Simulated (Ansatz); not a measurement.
# Decaying states in the gap of CsRb2Cl3

A new crystal, CsRb2Cl3: structure, gap and complex bands. It is built by putting Rb for Li in the CsLi2Cl3 structure of space group Immm, with the volume rescaled by atomic radii. The parent structure comes from the Materials Project.

Calculated with Ansatz 0.2.0; r2SCAN DFT, plane waves, PAW files, in the first sound run; inputs show where later runs differ.

The structure was built from a prototype and need not be the compound's stable phase.

## 1. Set-up

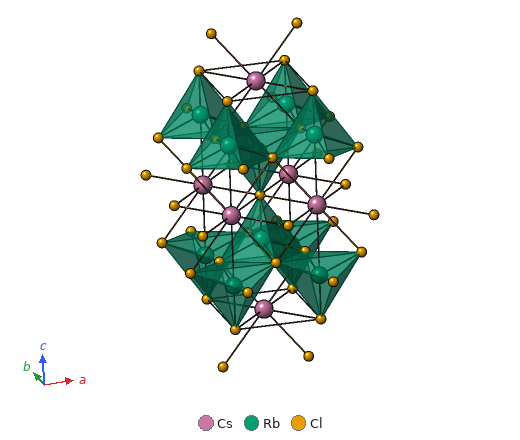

The starting structure, seen slightly off an axis (caesium pink, rubidium teal, chlorine orange). This picture shows the conventional cell, with its axes. Some periodic images of atoms are drawn too.

As a file:

```cif
data_structure
_symmetry_space_group_name_H-M 'Immm'
_symmetry_Int_Tables_number 71
_cell_length_a 5.1595
_cell_length_b 5.8927
_cell_length_c 13.9494
_cell_angle_alpha 90.000
_cell_angle_beta 90.000
_cell_angle_gamma 90.000
_cell_volume 424.10
loop_
_atom_site_label
_atom_site_type_symbol
_atom_site_symmetry_multiplicity
_atom_site_Wyckoff_symbol
_atom_site_fract_x
_atom_site_fract_y
_atom_site_fract_z
_atom_site_occupancy
Cs1 Cs 2 c 0.50000 0.50000 0.00000 1
Rb1 Rb 4 i 0.00000 0.00000 0.80774 1
Cl1 Cl 4 j 0.00000 0.50000 0.76994 1
Cl2 Cl 2 a 0.00000 0.00000 0.00000 1
```

## 2. Relaxing the new crystal

The substituted atoms don't fit the parent's cell, so cell and atoms relax together. A small smearing keeps the run stable in case the gap closes on the way.

File input.yaml:

```yaml
crystal:
  lattice:
    - [-2.5797413569, 2.9463340467, 6.9746778901]
    - [2.5797413569, -2.9463340467, 6.9746778901]
    - [2.5797413569, 2.9463340467, -6.9746778901]
  atoms:
    - { symbol: Cs, position: [0.5, 0.5, 0.0] }
    - { symbol: Rb, position: [0.807743, 0.807743, 0.0] }
    - { symbol: Rb, position: [0.192257, 0.192257, 0.0] }
    - { symbol: Cl, position: [0.26994492, 0.76994492, 0.5] }
    - { symbol: Cl, position: [0.73005508, 0.23005508, 0.5] }
    - { symbol: Cl, position: [0.0, 0.0, 0.0] }
kpoints:
  mp_grid: { grid: [6, 6, 6] }
scf:
  occupations: { method: gaussian, width: 0.03 }
hamiltonian:
  xc: r2scan
output:
  forces: true
  stress: true
relax:
  f_tol: 0.02
  max_steps: 60
  cell: {}
```

Started as:

```bash
$ ansatz run input.yaml --threads 2 --pin off --max-ram 4096MiB --backend cpu --events-out ev --progress --plain --runs-dir out
```

Numbers of over 12 decimals in the logs are rounded to 6 here.

Log:

```text
basis.fft_grid_basis auto: the FFT boxes are laid along the combinations [[1, 0, 1], [0, 1, 1], [0, 0, 1]] of the cell's own vectors, 5.893, 5.159 and 7.999 Å long. The dense box has 45×40×60 points. Along the cell's own vectors, as sized, it would have 60×60×60, 2.00 times as many. Of the 8 symmetry operations that the crystal satisfies within crystal.symmetry.tolerance (time reversal apart; of a slab, those that ke [...]
Engine: ansatz 0.2.0, x86_64-unknown-linux-gnu
Pseudopotentials: kind: paw
Pseudopotential: Cs, paw, valence charge 9, recommended cutoff 500 eV (meta_gga), Cs.paw.azcp
Pseudopotential: Rb, paw, valence charge 9, recommended cutoff 500 eV (meta_gga), Rb.paw.azcp
Pseudopotential: Cl, paw, valence charge 7, recommended cutoff 500 eV (meta_gga), Cl.paw.azcp
Functional definition: r2SCAN
  parameter k0 = 0.174
  parameter k1 = 0.065
  parameter a1 = 4.9479
  exchange = r2scan_x(k0 = k0, k1 = k1, a1 = a1)
  correlation = r2scan_c
Crystal: 6 atoms, lattice volume = 212.052 Å³
Basis set: ecut = 500 eV, 5395 PW (Γ), FFT grids on a1+a3, a2+a3, a3, exchange–correlation on 180×160×240 points (64 copies of the dense FFT grid, shifted against one another)
Bands: 30, of which v1, the nominal top of the filled ones, is band 24 counted from 1 (23 counted from 0)
Symmetry: 8 space group operations
Space group: Immm (ITA 71), of the structure as read, at distance tolerance 6.0e-5 Å
k-points: 46 of 216
Non-local potential: Cs, projectors of the file, l = 0: 3, l = 1: 2, l = 2: 2, l = 3: 2
Non-local potential: Rb, projectors of the file, l = 0: 3, l = 1: 2, l = 2: 2
Non-local potential: Cl, projectors of the file, l = 0: 2, l = 1: 2, l = 2: 2
PAW form: soft (Blöchl's): semilocal exchange-correlation on the pseudo side does not see the compensation charge
PAW frozen core: Cs, regenerated for the run's functional (the file was generated under x = pbe(κ = 0.804, μ = 0.219515), c = pbe(β = 0.066725))
PAW frozen core: Rb, regenerated for the run's functional (the file was generated under x = pbe(κ = 0.804, μ = 0.219515), c = pbe(β = 0.066725))
PAW frozen core: Cl, regenerated for the run's functional (the file was generated under x = pbe(κ = 0.804, μ = 0.219515), c = pbe(β = 0.066725))
PAW one-centre angular grid: Cs, 302 points (default); XC on 160 Gauss nodes
PAW one-centre angular grid: Rb, 302 points (default); XC on 160 Gauss nodes
PAW one-centre angular grid: Cl, 302 points (default); XC on 160 Gauss nodes
Initial density: superposition of atomic densities (neutral atoms: chi_scale 0, normalization atom), corrected by the library's trained network
Initial wavefunctions: pseudopotential atomic-orbital guess
Functional: x = r2scan, c = r2scan; τ floored in thin density (d = 2e-4 eV/Å³)
SCF iter   1: F=—  HF=-15503.373457 eV  |F-HF|=—  |Δ(HF+E_count)|=         —  Δρ=3.93e-3  dr2=2.20e-2  dr2_τ=1.59e-2  ethr=1.77e-3  ⟨swp⟩=10.0  Hψ=7717  notcnv=0  defer=2
preconditioner: auto → Resta (q_TF=auto, 2.130 Å⁻¹)  ε∞=2.7  [insulator: Δε(μ)=4.972 eV  Ē_g=12.530 eV  σ=0.030 eV  W_gap=1.00  n_scr=32 (ndim 8)  ℏωp=16.5 eV  f_vac=0.116  D(μ)=0.00/eV (n_scr^D=0)  ε∞_Penn≈2.7]
SCF iter   2: F=—  HF=-15503.463395 eV  |F-HF|=—  |Δ(HF+E_count)|=   8.99e-2  Δρ=2.12e-3  dr2=5.91e-3  dr2_τ=2.75e-4  ethr=4.59e-5  ⟨swp⟩=3.0  Hψ=3266  notcnv=0  defer=69
SCF iter   3: F=—  HF=-15503.462631 eV  |F-HF|=—  |Δ(HF+E_count)|=   7.64e-4  Δρ=3.97e-4  dr2=3.37e-4  dr2_τ=1.04e-4  ethr=1.23e-5  ⟨swp⟩=3.0  Hψ=2706  notcnv=0  defer=23
automatic band count: iteration 3 solves 29 bands in place of 30: the levels show a gap, and the empty bands left out lie too high to hold charge; the band table lists the bands solved (type scf.n_extra_bands for more)
SCF iter   4: F=—  HF=-15503.462663 eV  |F-HF|=—  |Δ(HF+E_count)|=   3.19e-5  Δρ=1.06e-4  dr2=4.07e-5  dr2_τ=1.18e-6  ethr=7.02e-7  ⟨swp⟩=2.0  Hψ=2303  notcnv=0  defer=23
SCF iter   5: F=—  HF=-15503.462724 eV  |F-HF|=—  |Δ(HF+E_count)|=   6.17e-5  Δρ=2.10e-5  dr2=2.09e-6  dr2_τ=1.21e-7  ethr=8.48e-8  ⟨swp⟩=2.0  Hψ=2322  notcnv=0  defer=23
SCF iter   6: F=-15503.462726 eV  HF=-15503.462726 eV  |F-HF|=1.18e-8  |Δ(HF+E_count)|=   1.31e-6  Δρ=5.96e-6  dr2=8.80e-8  dr2_τ=1.39e-8  ethr=2.08e-10  ⟨swp⟩=4.0  Hψ=6726  notcnv=0
SCF 1 converged in 6 iterations: F = -15503.462726 eV  dr2 = 8.80e-8
  greatest PAW one-centre occupation: 0.975 electrons in one spin orbital (limit 2), on the Rb atom at site 2 (counted from 0), in its partial waves of l = 0
relax step   1: F+E_penalty+E_count = -15503.46272576 eV  Δ(F+E_penalty+E_count) = +0.000e0 eV  max|allowed force component| = 9.397e-1 eV/Å  Δτ_max = 0.0000 Å  P = +6.957 GPa  Ω = 212.052 Å³  (6 SCF iters, dr2 threshold 1.00e-7 eV, accepted)
Crystal: 6 atoms, lattice volume = 238.502 Å³
Basis set: ecut = 500 eV, 6045 PW (Γ), FFT grids on a1+a3, a2+a3, a3, exchange–correlation on 180×160×240 points (64 copies of the dense FFT grid, shifted against one another)
Initial density: handed on by an earlier stage of this run
Initial wavefunctions: those handed on with the density
iter 1 solved again at ethr=2.03e-4 eV; its pass at ethr=3.10e-3 eV (dr2=9.74e-2 eV) is discarded
SCF iter   1: F=—  HF=-15503.398685 eV  |F-HF|=—  |Δ(HF+E_count)|=         —  Δρ=6.01e-3  dr2=9.81e-2  dr2_τ=1.36e0  ethr=2.03e-4  ⟨swp⟩=1.3  Hψ=8092  notcnv=0
automatic band count: iteration 1 solves 28 bands in place of 30: the levels show a gap, and the empty bands left out lie too high to hold charge; the band table lists the bands solved (type scf.n_extra_bands for more)
preconditioner: auto → Resta (q_TF=auto, 2.089 Å⁻¹)  ε∞=2.7  [insulator: Δε(μ)=4.679 eV  Ē_g=11.786 eV  σ=0.030 eV  W_gap=1.00  n_scr=34 (ndim 8)  ℏωp=15.6 eV  f_vac=0.175  D(μ)=0.00/eV (n_scr^D=0)  ε∞_Penn≈2.7]
SCF iter   2: F=—  HF=-15504.596428 eV  |F-HF|=—  |Δ(HF+E_count)|=    1.20e0  Δρ=3.32e-3  dr2=2.84e-2  dr2_τ=1.62e-3  ethr=2.03e-4  ⟨swp⟩=3.6  Hψ=2803  notcnv=0
SCF iter   3: F=—  HF=-15504.591402 eV  |F-HF|=—  |Δ(HF+E_count)|=   5.03e-3  Δρ=9.67e-4  dr2=2.86e-3  dr2_τ=4.84e-4  ethr=5.93e-5  ⟨swp⟩=2.5  Hψ=2637  notcnv=0
SCF iter   4: F=—  HF=-15504.591699 eV  |F-HF|=—  |Δ(HF+E_count)|=   2.97e-4  Δρ=3.56e-4  dr2=5.64e-4  dr2_τ=1.49e-5  ethr=5.96e-6  ⟨swp⟩=2.3  Hψ=2244  notcnv=0
SCF iter   5: F=—  HF=-15504.591916 eV  |F-HF|=—  |Δ(HF+E_count)|=   2.17e-4  Δρ=9.21e-5  dr2=3.88e-5  dr2_τ=2.79e-6  ethr=1.18e-6  ⟨swp⟩=2.3  Hψ=2331  notcnv=0
SCF iter   6: F=—  HF=-15504.591927 eV  |F-HF|=—  |Δ(HF+E_count)|=   1.17e-5  Δρ=2.63e-5  dr2=4.70e-6  dr2_τ=1.61e-7  ethr=8.09e-8  ⟨swp⟩=3.0  Hψ=2590  notcnv=0
[...]
SCF iter   7: F=—  HF=-15504.974913 eV  |F-HF|=—  |Δ(HF+E_count)|=   1.56e-6  Δρ=1.64e-5  dr2=1.41e-6  dr2_τ=4.61e-8  ethr=1.89e-8  ⟨swp⟩=2.0  Hψ=1701  notcnv=0
SCF iter   8: F=-15504.974913 eV  HF=-15504.974913 eV  |F-HF|=3.76e-8  |Δ(HF+E_count)|=   2.11e-7  Δρ=4.51e-6  dr2=9.96e-8  dr2_τ=4.57e-9  ethr=1.25e-9  ⟨swp⟩=4.7  Hψ=4877  notcnv=0
SCF 3 converged in 8 iterations: F = -15504.974913 eV  dr2 = 9.96e-8
relax step   3: F+E_penalty+E_count = -15504.97491272 eV  Δ(F+E_penalty+E_count) = -3.830e-1 eV  max|allowed force component| = 3.351e-1 eV/Å  Δτ_max = 0.1950 Å  P = +0.771 GPa  Ω = 255.623 Å³  energy of the carried Pulay correction = -3.173e-3 eV  (8 SCF iters, dr2 threshold 6.00e-7 eV, accepted)
[... from here on, the SCF cycles and remarks between the steps are left out ...]
relax step   4: F+E_penalty+E_count = -15505.16033293 eV  Δ(F+E_penalty+E_count) = -1.854e-1 eV  max|allowed force component| = 1.669e-1 eV/Å  Δτ_max = 0.1922 Å  P = -0.074 GPa  Ω = 262.691 Å³  energy of the carried Pulay correction = -3.633e-3 eV  (8 SCF iters, dr2 threshold 6.00e-7 eV, accepted)
relax step   5: F+E_penalty+E_count = -15505.27948213 eV  Δ(F+E_penalty+E_count) = -1.191e-1 eV  max|allowed force component| = 4.982e-2 eV/Å  Δτ_max = 0.1962 Å  P = -0.542 GPa  Ω = 262.573 Å³  energy of the carried Pulay correction = -3.625e-3 eV  (8 SCF iters, dr2 threshold 6.00e-7 eV, accepted)
relax step   6: F+E_penalty+E_count = -15505.34296055 eV  Δ(F+E_penalty+E_count) = -6.348e-2 eV  max|allowed force component| = 1.849e-1 eV/Å  Δτ_max = 0.0903 Å  P = -0.698 GPa  Ω = 258.894 Å³  energy of the carried Pulay correction = -3.387e-3 eV  (6 SCF iters, dr2 threshold 6.00e-7 eV, accepted)
relax step   7: F+E_penalty+E_count = -15505.39829265 eV  Δ(F+E_penalty+E_count) = -5.533e-2 eV  max|allowed force component| = 9.771e-2 eV/Å  Δτ_max = 0.0667 Å  P = -0.603 GPa  Ω = 253.133 Å³  energy of the carried Pulay correction = -3.007e-3 eV  (6 SCF iters, dr2 threshold 6.00e-7 eV, accepted)
relax step   8: F+E_penalty+E_count = -15505.42657013 eV  Δ(F+E_penalty+E_count) = -2.828e-2 eV  max|allowed force component| = 4.519e-2 eV/Å  Δτ_max = 0.0330 Å  P = -0.166 GPa  Ω = 241.813 Å³  energy of the carried Pulay correction = -2.232e-3 eV  (6 SCF iters, dr2 threshold 6.00e-7 eV, accepted)
relax step   9: F+E_penalty+E_count = -15505.42935038 eV  Δ(F+E_penalty+E_count) = -2.780e-3 eV  max|allowed force component| = 5.605e-3 eV/Å  Δτ_max = 0.0058 Å  P = -0.031 GPa  Ω = 239.961 Å³  energy of the carried Pulay correction = -2.102e-3 eV  (5 SCF iters, dr2 threshold 1.88e-7 eV, accepted)
relax step  10: F+E_penalty+E_count = -15505.42948243 eV  Δ(F+E_penalty+E_count) = -1.320e-4 eV  max|allowed force component| = 9.786e-4 eV/Å  Δτ_max = 0.0021 Å  P = +0.003 GPa  Ω = 239.560 Å³  energy of the carried Pulay correction = -2.074e-3 eV  (5 SCF iters, dr2 threshold 9.38e-9 eV, accepted)
Basis set: ecut = 500 eV, 6093 PW (Γ), FFT grids on a1+a3, a2+a3, a3, exchange–correlation on 192×144×288 points (64 copies of the dense FFT grid, shifted against one another)
Initial wavefunctions: pseudopotential atomic-orbital guess (no wavefunctions were taken with the density)
iter 1 solved again at ethr=1.17e-7 eV; its pass at ethr=3.10e-3 eV (dr2=5.61e-5 eV) is discarded
SCF iter   1: F=—  HF=-15505.433296 eV  |F-HF|=—  |Δ(HF+E_count)|=         —  Δρ=2.88e-4  dr2=2.22e-5  dr2_τ=1.14e-4  ethr=1.17e-7  ⟨swp⟩=4.2  Hψ=12926  notcnv=0
preconditioner: auto → Resta (q_TF=auto, 2.087 Å⁻¹)  ε∞=2.5  [insulator: Δε(μ)=4.748 eV  Ē_g=12.655 eV  σ=0.030 eV  W_gap=1.00  n_scr=34 (ndim 8)  ℏωp=15.5 eV  f_vac=0.124  D(μ)=0.00/eV (n_scr^D=0)  ε∞_Penn≈2.5]
SCF iter   2: F=—  HF=-15505.433533 eV  |F-HF|=—  |Δ(HF+E_count)|=   2.38e-4  Δρ=1.51e-4  dr2=5.99e-6  dr2_τ=8.21e-6  ethr=4.63e-8  ⟨swp⟩=2.0  Hψ=2305  notcnv=0
SCF iter   3: F=—  HF=-15505.433572 eV  |F-HF|=—  |Δ(HF+E_count)|=   3.88e-5  Δρ=7.33e-6  dr2=5.51e-8  dr2_τ=8.27e-9  ethr=1.25e-8  ⟨swp⟩=2.0  Hψ=2460  notcnv=0
SCF iter   4: F=—  HF=-15505.433676 eV  |F-HF|=—  |Δ(HF+E_count)|=   1.04e-4  Δρ=1.54e-6  dr2=5.23e-9  dr2_τ=1.85e-9  ethr=1.15e-10  ⟨swp⟩=2.0  Hψ=2484  notcnv=0
SCF iter   5: F=—  HF=-15505.433676 eV  |F-HF|=—  |Δ(HF+E_count)|=  4.18e-11  Δρ=3.53e-7  dr2=1.94e-10  dr2_τ=2.92e-11  ethr=1.09e-11  ⟨swp⟩=2.0  Hψ=2346  notcnv=0
SCF iter   6: F=-15505.433676 eV  HF=-15505.433676 eV  |F-HF|=1.64e-11  |Δ(HF+E_count)|=  1.80e-10  Δρ=9.13e-8  dr2=1.70e-11  dr2_τ=3.03e-12  ethr=1.00e-12  ⟨swp⟩=5.0  Hψ=5214  notcnv=0
SCF 11 converged in 6 iterations: F = -15505.433676 eV  dr2 = 1.70e-11
relax step  11: F+E_penalty+E_count = -15505.43367612 eV  Δ(F+E_penalty+E_count) = -4.194e-3 eV  max|allowed force component| = 1.169e-3 eV/Å  Δτ_max = 0.0000 Å  P = +0.010 GPa  Ω = 239.560 Å³  stress off target by 1.97e-2 GPa  SCF on the basis re-selected at this cell (its energy is not comparable with the rows above)  (6 SCF iters)
basis re-selected at this cell: Δ(F+E_penalty+E_count) = -4.194e-3 eV, ΔP = +0.007 GPa vs the last step (what re-selecting the basis moved, of the pressure what is left beyond the Pulay correction that the steps carried, after the strain that the cell walked since its last selection, with what the two solves' SCF thresholds leave and, on support functions, any second-order correction that the steps lacked; it is no measure of the basis error at this ecutwfc). The dense FFT grid was sized anew with the basis: this SCF ran on 48×36×72 points, the steps before it on 45×40×60, so part of this shift can come from that change (see relax.cell in the input reference). [rest of the remark cut]
SCF converged after 6 iterations
Free energy (F): -15505.433676 eV
Harris-Foulkes:  -15505.433676 eV  (|F-HF|=1.64e-11)
Internal energy: -15505.433676 eV  (E = F + TS)
E sigma→0 (E₀):  -15505.433676 eV
Fermi energy:    3.275009 eV
--- Per-component energies (eV) ---
  E_band       = -335.932382
  E_kinetic    = 1013.526187
  E_local      = -2284.782518  (includes V_loc(G=0)·N_el)
  E_nonlocal   = 458.326914
  E_hartree    = 680.437052
  E_xc         = -727.160192
  E_vxc        = -848.538857  (∫ρ·V_xc dr)
  E_paw        = -12362.481375  (= ΣΔE_a)
  E_vpaw       = -80.703676  (= ΣTr[D̂ρ^β])
  E_aug_tail   = 0.000107  (compensation charges beyond the density's cutoff)
  E_vtau       = 45.365479  (kinetic-family band-sum trace: ∫τ·v_τ [+ j·A + Jᵃ·Aᵃ] dr)
  E_ewald      = -2282.646655
  E_core_change = -0.653196  (= ΣΔE_core)
  E_smearing   = -0.000000  (= −TS)
  E_closure    = -0.000000  (closes the sum)
  Σ components = -15505.433676   (vs F -15505.433676, Δ=0.00e0)
--- Forces (eV/Å), atoms counted from 1 ---
  atom   1  Cs     0.00000000     0.00000000     0.00000000
  atom   2  Rb    -0.00000000     0.00000000     0.00002755
  atom   3  Rb     0.00000000    -0.00000000    -0.00002755
  atom   4  Cl    -0.00000000    -0.00000000     0.00116937
  atom   5  Cl     0.00000000     0.00000000    -0.00116937
  atom   6  Cl    -0.00000000     0.00000000     0.00000000
  max |Σ_I F_I| component: 4.34e-19 eV/Å
--- Stress (GPa, compression-positive) ---
       -0.002737      -0.000000       0.000000
       -0.000000       0.012573      -0.000000
        0.000000      -0.000000       0.019735
  P = ⅓ Tr σ = 0.0099 GPa (0.099 kbar)
--- Relaxed structure (10 steps of the walk, 10 accepted, 1 SCFs on fresh bases) ---
  F+E_penalty+E_count = -15505.43367612 eV   max|allowed force component| = 1.169e-3 eV/Å   (the final SCF, on the basis selected at the relaxed cell)
  cell:  # Å, volume = 239.5602 Å³
    - [-2.258813, 3.183521, 8.328495]
    - [2.258813, -3.183521, 8.328495]
    - [2.258813, 3.183521, -8.328495]
  atoms:
    - { symbol: Cs, position: [0.5, 0.5, 0] }
    - { symbol: Rb, position: [0.813180, 0.813180, 0] }
    - { symbol: Rb, position: [0.186820, 0.186820, 0] }
    - { symbol: Cl, position: [0.327294, 0.827294, 0.500000] }
    - { symbol: Cl, position: [0.672706, 0.172706, 0.5] }
    - { symbol: Cl, position: [5.492508380283813e-19, 5.492508380283814e-19, 0] }
```

It took 1.9 min on 2 threads of Intel Xeon 6975P-C (Granite Rapids), shared host; peak memory 1.2 GiB.

Relaxation path:

| step | energy less that of the first step (eV) | largest force component (eV/Å) | pressure (GPa) | volume (Å³) |
| --- | --- | --- | --- | --- |
| 1 | 0.0000 | 0.9397 | 6.96 | 212.05 |
| 2 | -1.1292 | 0.5109 | 2.58 | 238.50 |
| 3 | -1.5122 | 0.3351 | 0.77 | 255.62 |
| 4 | -1.6976 | 0.1669 | -0.07 | 262.69 |
| 5 | -1.8168 | 0.0498 | -0.54 | 262.57 |
| 6 | -1.8802 | 0.1849 | -0.70 | 258.89 |
| 7 | -1.9356 | 0.0977 | -0.60 | 253.13 |
| 8 | -1.9638 | 0.0452 | -0.17 | 241.81 |
| 9 | -1.9666 | 0.0056 | -0.03 | 239.96 |
| 10 | -1.9668 | 0.0010 | 0.00 | 239.56 |
| 11* | -1.9710 | 0.0012 | 0.01 | 239.56 |

Relaxation steps marked * repeat the geometry before them on a plane-wave basis chosen anew for their cell, so energy and pressure can jump there.

Forces are held to the 8 operations that the run works with; a distortion that breaks them can't arise in this run.

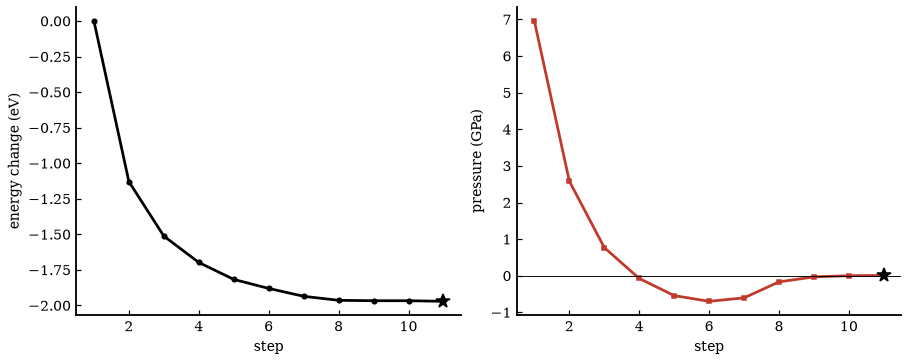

Energy and pressure along the relaxation. Stars mark steps on a basis chosen anew.

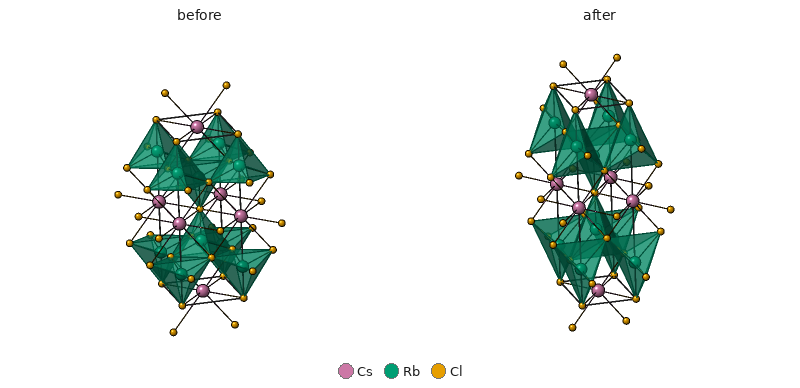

Before and after, at one scale.

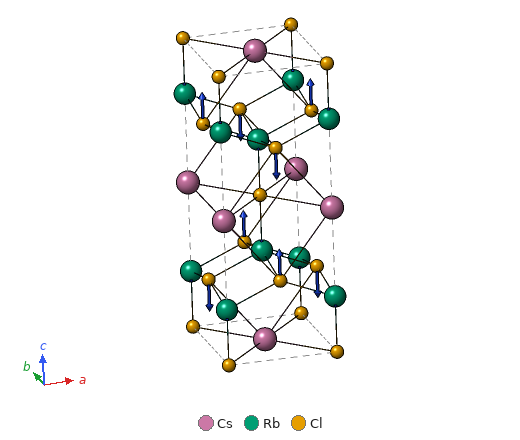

Displacements in the relaxation, exaggerated, measured against the changing cell; the longest in the cell stands for 0.96 Å. Some periodic images of atoms are drawn too.

| cell as run | before | after | change |
| --- | --- | --- | --- |
| a (Å) | 7.999 | 9.198 | +15.0 % |
| b (Å) | 7.999 | 9.198 | +15.0 % |
| c (Å) | 7.999 | 9.198 | +15.0 % |
| α (°) | 142.37 | 151.57 | +6.5 % |
| β (°) | 136.77 | 139.50 | +2.0 % |
| γ (°) | 58.63 | 50.22 | -14.3 % |
| volume (Å³/atom) | 35.34 | 39.93 | +13.0 % |

The atoms that moved most (Å, as changes of fractional coordinates times the final cell):

| atom | dx | dy | dz | length |
| --- | --- | --- | --- | --- |
| Cl5 | 0.000 | 0.000 | -0.955 | 0.955 |
| Cl4 | 0.000 | 0.000 | 0.955 | 0.955 |
| Rb2 | 0.000 | 0.000 | 0.091 | 0.091 |
| Rb3 | 0.000 | 0.000 | -0.091 | 0.091 |

The relaxed structure:

```cif
data_structure
_symmetry_space_group_name_H-M 'P 1'
_symmetry_Int_Tables_number 1
_cell_length_a 9.1979
_cell_length_b 9.1979
_cell_length_c 9.1979
_cell_angle_alpha 151.568
_cell_angle_beta 139.500
_cell_angle_gamma 50.224
_cell_volume 239.56
loop_
_atom_site_label
_atom_site_type_symbol
_atom_site_fract_x
_atom_site_fract_y
_atom_site_fract_z
_atom_site_occupancy
Cs1 Cs 0.50000 0.50000 0.00000 1
Rb2 Rb 0.81318 0.81318 0.00000 1
Rb3 Rb 0.18682 0.18682 0.00000 1
Cl4 Cl 0.32729 0.82729 0.50000 1
Cl5 Cl 0.67271 0.17271 0.50000 1
Cl6 Cl 0.00000 0.00000 0.00000 1
```

This step gave:

- free energy: -15505.4337 eV
- Fermi energy: 3.275 eV
- pressure: 0.009857 GPa

The largest force component on a free atom ends at 0.0012 eV/Å.

(Part 1 of 3 ends here.)

[Logs are printed without paths, hosts, clocks, repeated set-up lines and the standing remarks that a program may print on its own settings, such as how far it seeks lower states.]

[Hosts, paths, dates, database ids (printed as entryN), source tags and the programs' standing remarks are cut or masked in the printed files.]

[New means built here by substitution; the compound itself may be known and measured.]
